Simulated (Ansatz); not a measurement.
**CH5AlN2O: density, localisation and related maps**

```xyz
10

N     0.3432   -0.7128    1.5861
C     0.2544   -0.9021    0.3301
O     0.4923   -2.1371   -0.1755
N    -0.0645   -0.0092   -0.6875
Al   -0.4717    1.7483   -0.6344
H     0.1442    0.2507    1.8563
H     0.7050   -2.6939    0.5902
H    -0.0507   -0.4781   -1.5919
H    -0.4931    2.4767    0.7641
H    -0.7761    2.4063   -2.0346
```

The calculation used RKS B3LYP-D4/def2-SVP (Ansatz).

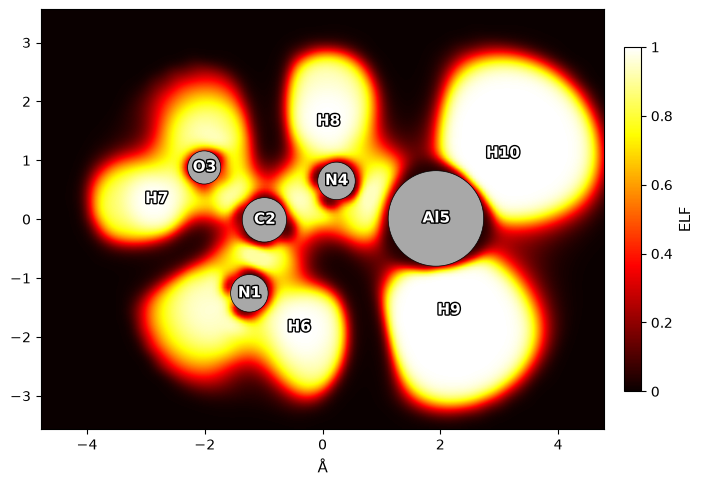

Figure 1. Electron localisation function on the molecular plane. Grey discs cover the atomic cores.

Question: Interpret the plot.

Answer: The plane passes through N, C, O, Al and H nuclei.
C–N (1.27 Å): the ELF peaks at about 0.90 between the atoms, as expected for localised, covalent bonding.
C–O (1.36 Å): the ELF peaks at about 0.90 between the atoms, as expected for a shared but strongly polarised pair.
Al–N (1.80 Å): the ELF peaks at about 0.95 between the atoms.
O–H (0.97 Å): the ELF climbs to about 1 towards the hydrogen, as it does in any bond to H; a covalent bond by its length.
C–N (1.39 Å): the ELF peaks at about 0.95 between the atoms, as expected for a covalent bond.
The ELF also peaks beside N1 and O3, away from the bonds: lone-pair regions.

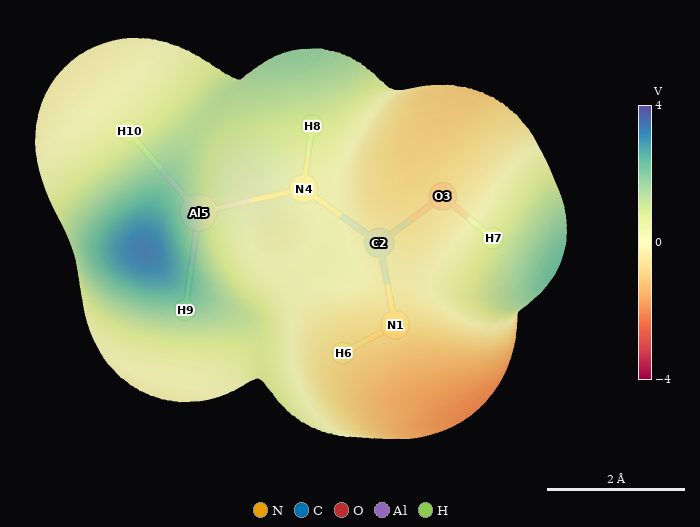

Figure 2. The molecular electrostatic potential painted on the density surface at 0.002 e/bohr³, seen at a tilt; red is negative and blue positive.

Question: Which sites attract a positive test charge, and which a negative one?

Answer: A positive charge is drawn to the negative regions and a negative charge to the positive ones. The most negative region (about −2.0 V, or −46 kcal/mol for a unit charge) lies over N1, the most positive (about +3.3 V, or +76 kcal/mol for a unit charge) over Al5. N1 is the likeliest acceptor of a hydrogen bond.

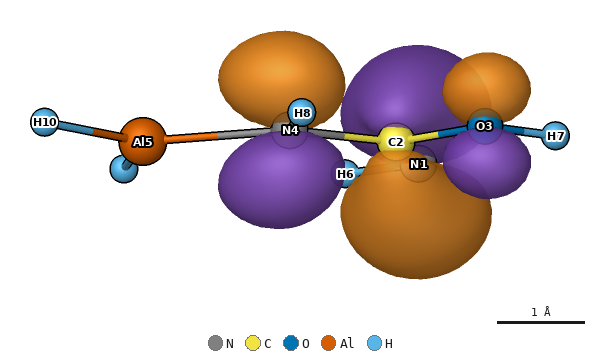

Figure 3. The HOMO at ±0.15 Å⁻³ᐟ² (orange and purple are the two phases), seen from one side.

Question: Describe this orbital and give its energy.

Answer: It lies mainly on N1 (about 50 %), N4 (about 20 %), C2 (about 15 %) and O3 (about 10 %); it changes sign across the molecular plane (π type); π-antibonding (a node) across C2–O3 and C2–N4. Its energy is −6.66 eV.
